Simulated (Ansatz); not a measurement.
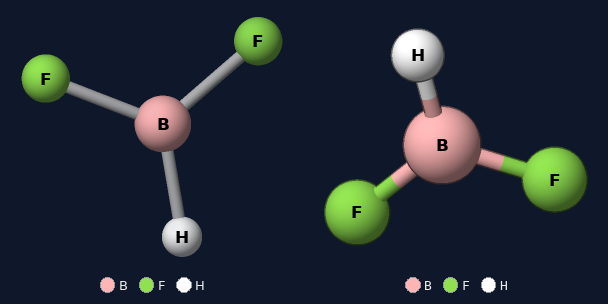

Both panels show the same species.

What is the molecular formula?

BF2H, 4 atoms: 1 boron, 2 fluorine and 1 hydrogen.

How many bonds of each kind are drawn?

2 B–F, 1 B–H. Sticks follow a distance rule.

More results for the same structure follow; atom numbers are the same in all pictures, views and colours differ. The computed structure is the end point of a PBE0-D4/def2-TZVP optimisation.

**Shape**

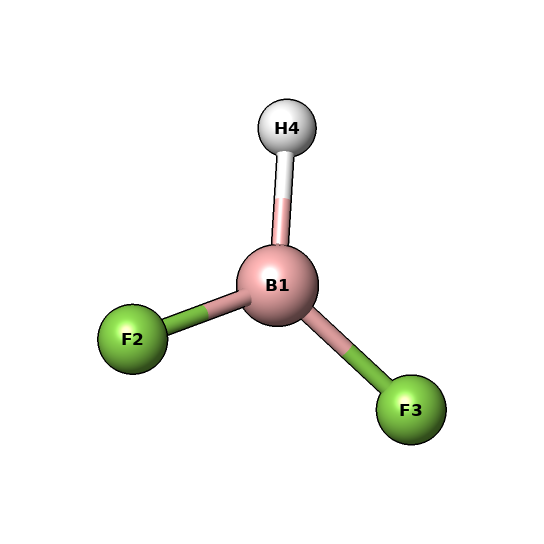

Give the bond lengths.

| bond | length (Å) |
| --- | --- |
| B1–F2 | 1.313 |
| B1–F3 | 1.313 |
| B1–H4 | 1.191 |

**Thermal motion**

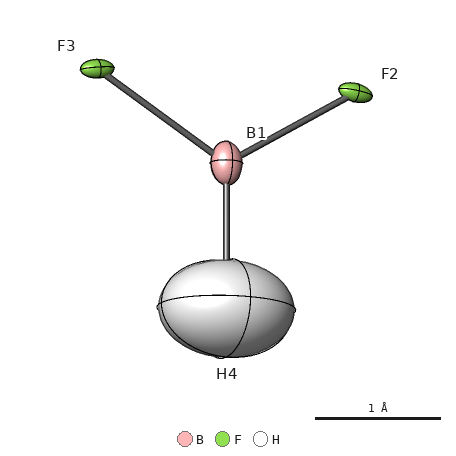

Displacement ellipsoids at the 50 % level, enlarged 3 times, from the internal vibrations of the free molecule (harmonic, no overall translation or rotation; no half-axis is drawn under 0.075 Å). Vibrations computed with RKS PBE0-D4/def2-TZVP (Ansatz 0.2.0). Temperature: 400 K.

Which atom moves most?

H4, with U_eq = 0.0109 Å².

Does H4 move more along its bond or across it?

Across it: the root-mean-square amplitude is 0.085 Å along the bond and up to 0.121 Å across, since bending and torsion are softer than stretching.

List U_eq and the three principal root-mean-square amplitudes for each kind of atom.

| atom | U_eq (Å²) | rms amplitudes (Å) |
| --- | --- | --- |
| B1 | 0.0010 | 0.027, 0.028, 0.038 |
| F2, F3 | 0.00039 | 0.005, 0.013, 0.031 |
| H4 | 0.0109 | 0.085, 0.104, 0.121 |

**Vibrations**

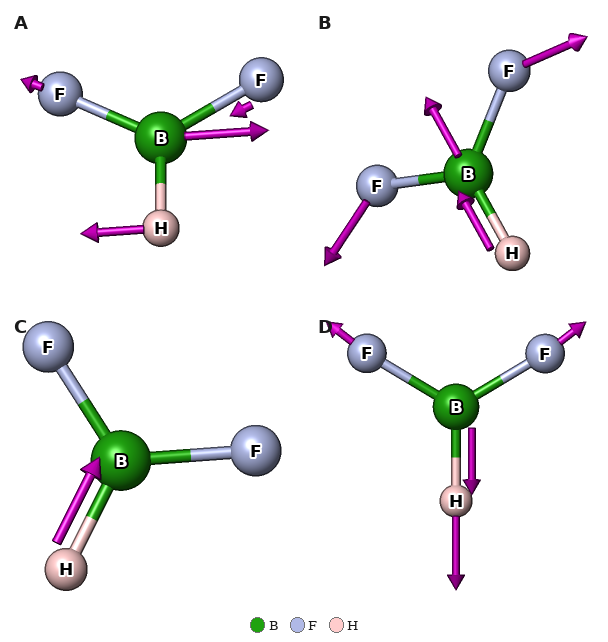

4 normal modes of one molecule or complex, as arrows. Harmonic vibrations computed with RKS PBE0-D4/def2-TZVP (Ansatz 0.2.0) at a stationary point of the same level.

Match the panels to the wavenumbers 539 cm⁻¹, 1187 cm⁻¹, 1445 cm⁻¹, 2694 cm⁻¹.

A: 1445 cm⁻¹
B: 539 cm⁻¹, F–B–F bending
C: 2694 cm⁻¹, B–H stretching
D: 1187 cm⁻¹

**Dipole moment**

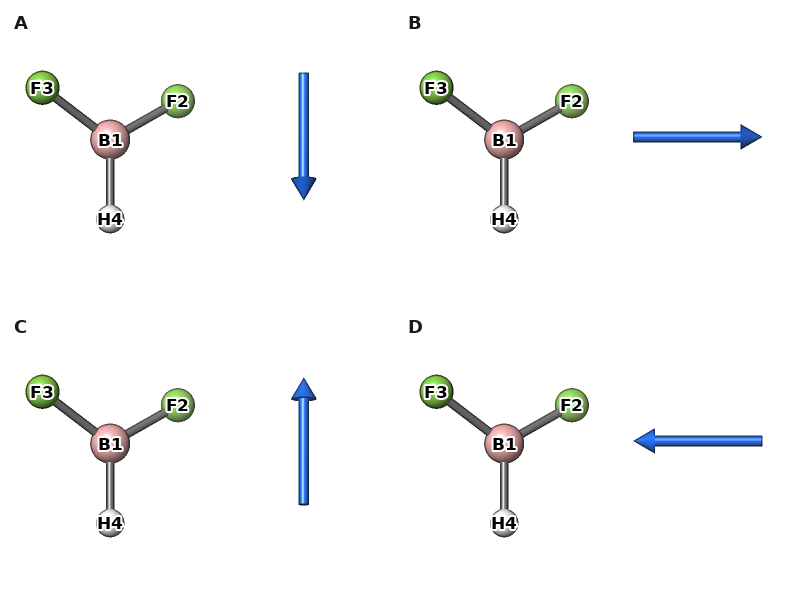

The same molecule four times, each with an arrow. Level of theory: RKS PBE0-D4/def2-TZVP (Ansatz 0.2.0).

Which arrow points along the dipole moment, from the negative to the positive end?

A. The dipole moment is 0.89 D; it points from the side of F2, F3 to the side of H4 (the outermost atoms at the two ends).

**Charges**

The questions are on Mulliken charges. Level of theory: RKS PBE0-D4/def2-TZVP (Ansatz 0.2.0).

List the Mulliken charges.

```
atom  value (e)
  B1       0.44
  F2      −0.22
  F3      −0.22
  H4       0.00
```

Mulliken values depend strongly on the basis set and can even reverse the polarity of a bond.
